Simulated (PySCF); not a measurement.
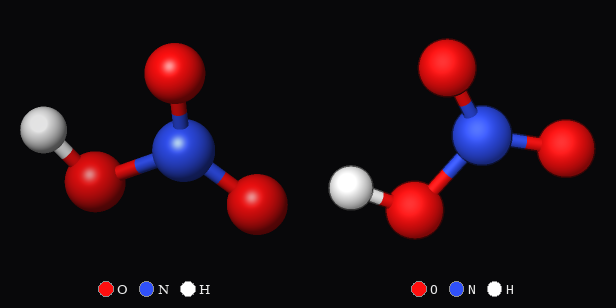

Both panels show the same species.

The geometry was computed by an optimisation with PBE0-D3(BJ)/def2-SVP. No frequency run is at hand to confirm it as a minimum.

Identify the structure.

Formula HNO₃. Its SMILES string is `O=[N+]([O-])O`. This geometry has Cs symmetry. All atoms lie on one plane. Coordination: 1 N trigonal planar; 1 O bent.

More results for the same structure follow; atom numbers are the same in all pictures, views and colours differ.

**Geometry**

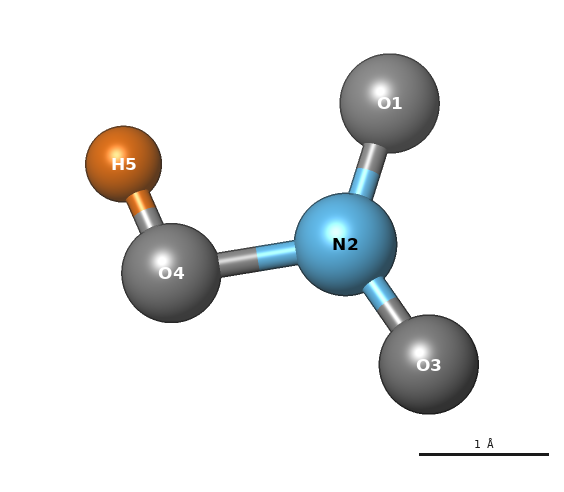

Atoms carry their numbers in the input. No frequency run is at hand to confirm it as a minimum.

Give the bond lengths.

```json
{"bond": "O1–N2", "length (Å)": "1.200", "order": "delocalised"}
{"bond": "N2–O3", "length (Å)": "1.186", "order": "delocalised"}
{"bond": "N2–O4", "length (Å)": "1.377", "order": "single"}
{"bond": "O4–H5", "length (Å)": "0.972", "order": "single"}
```

**Levels of theory compared**

No frequency run is at hand to confirm it as a minimum. Program: PySCF 2.14.0.

At this fixed geometry, give polarisability (bohr³) at these levels: B3LYP/def2-SVPD; BHandHLYP/def2-SVPD; CAM-B3LYP/def2-SVPD; HF/def2-SVPD; LC-wPBE/def2-SVPD; LDA/def2-SVPD; PBE/def2-SVPD; PBE0/def2-SVPD; ωB97X-D/def2-SVPD.

```tsv
level	polarisability (bohr³)
B3LYP/def2-SVPD	25.3
BHandHLYP/def2-SVPD	24.3
CAM-B3LYP/def2-SVPD	25.1
HF/def2-SVPD	23.3
LC-wPBE/def2-SVPD	24.9
LDA/def2-SVPD	26.1
PBE/def2-SVPD	26.1
PBE0/def2-SVPD	25.0
ωB97X-D/def2-SVPD	25.0
```

**Excitation**

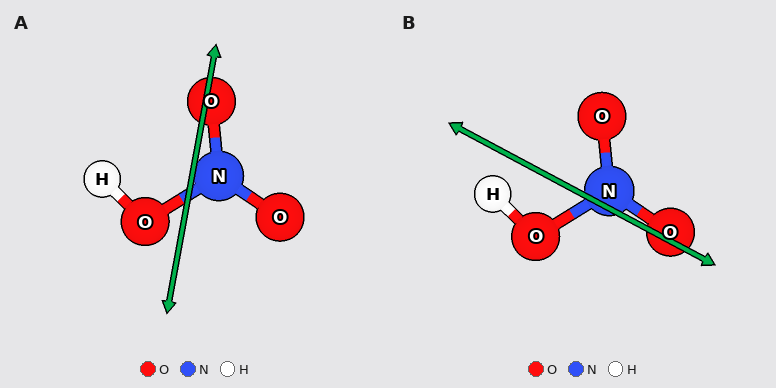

The double arrows show the directions of two transition dipoles from the ground state (lengths mean nothing). No frequency run is at hand to confirm it as a minimum. Level of theory: TDDFT ωB97X-D/def2-SVPD, vertical, gas phase, core orbitals frozen in the response (PySCF 2.14.0).

One belongs to singlet state 5 and one to singlet state 8. Which is which?

Answer. A: state 5, 8.91 eV (139 nm), oscillator strength 0.018, mainly HOMO → LUMO+1 (weight 0.83).
B: state 8, 9.77 eV (127 nm), oscillator strength 0.045, mainly HOMO → LUMO+2 (weight 0.60).

**Spin–spin coupling**

No frequency run is at hand to confirm it as a minimum. Level of theory: B3LYP/6-31G* indirect spin-spin coupling, non-relativistic, gas phase (PySCF 2.14.0). Isotopes: 1H, 15N, 17O.

Give the spin–spin coupling constants of these pairs, with the number of bonds between them: O1/N2, N2/O3, N2/O4, O4/H5, O1/O4, O1/O3, N2/H5, O3/O4, O1/H5.

```json
{"pair": "O1, N2", "bonds apart": "1", "J (Hz)": "−29.8"}
{"pair": "N2, O3", "bonds apart": "1", "J (Hz)": "−27.1"}
{"pair": "N2, O4", "bonds apart": "1", "J (Hz)": "−22.4"}
{"pair": "O4, H5", "bonds apart": "1", "J (Hz)": "−64.9"}
{"pair": "O1, O4", "bonds apart": "2", "J (Hz)": "−8.0"}
{"pair": "O1, O3", "bonds apart": "2", "J (Hz)": "−1.4"}
{"pair": "N2, H5", "bonds apart": "2", "J (Hz)": "0.9"}
{"pair": "O3, O4", "bonds apart": "2", "J (Hz)": "−0.8"}
{"pair": "O1, H5", "bonds apart": "3", "J (Hz)": "3.6"}
```
